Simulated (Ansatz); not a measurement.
Structure data:

```
CELL_PARAMETERS angstrom
6.28374 0.00000 0.00000
0.00000 6.28374 0.00000
0.00000 0.00000 6.28374
ATOMIC_POSITIONS crystal
K 0.00000 0.00000 0.00000
Cl 0.50000 0.00000 0.00000
K 0.00000 0.50000 0.50000
Cl 0.50000 0.50000 0.50000
K 0.50000 0.00000 0.50000
Cl 0.00000 0.00000 0.50000
K 0.50000 0.50000 0.00000
Cl 0.00000 0.50000 0.00000
```

Give a crystallographic description of this input.

Answer. Composition: KCl. It is face-centred cubic, space group Fm-3m (No. 225). The prototype is rock salt (NaCl type). Content of the cell: 4 K, 4 Cl (Z = 4). The polyhedra are KCl6 octahedra; they share corners and edges. Each K atom is coordinated by six Cl in an octahedral arrangement at 3.14 Å. The neighbours of Cl are six K in an octahedral arrangement at 3.14 Å. The bonds build a three-dimensional framework.

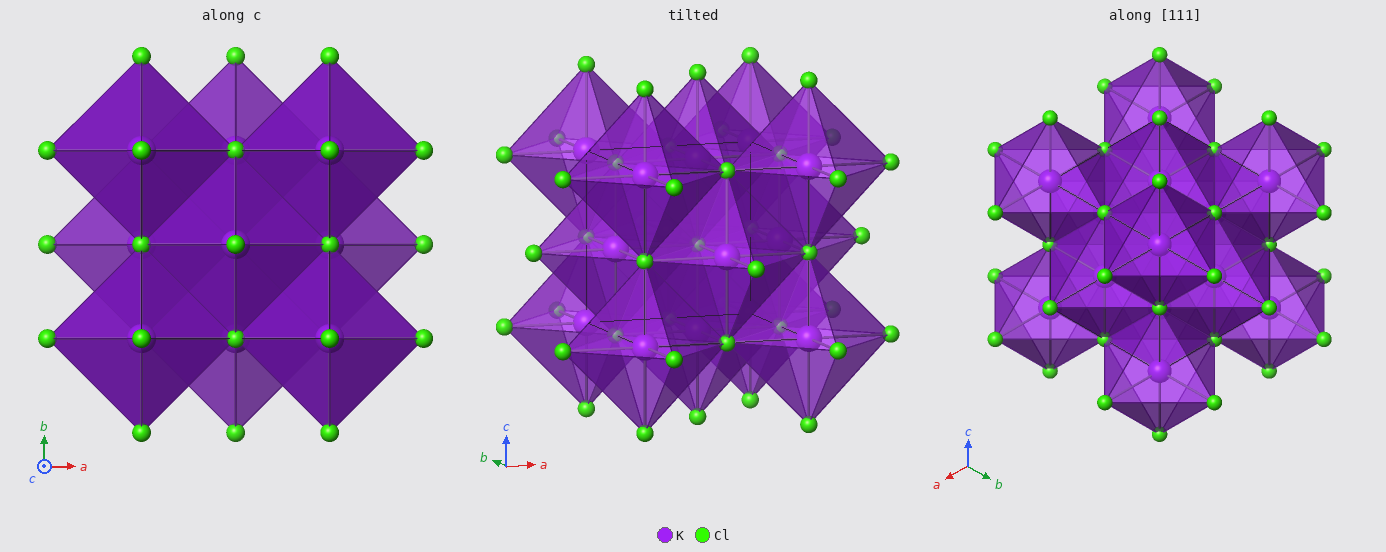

Polyhedral model, viewed along the c axis, slightly off an axis and along [111]. The frame is the conventional unit cell; atoms at its boundary are shown with their periodic copies. A few atoms beyond the faces are included.

Provenance: a structure listed in the Materials Project. Earlier steps of the study may have refined or changed the cell and positions. Ansatz was used for an electronic-structure calculation on it.
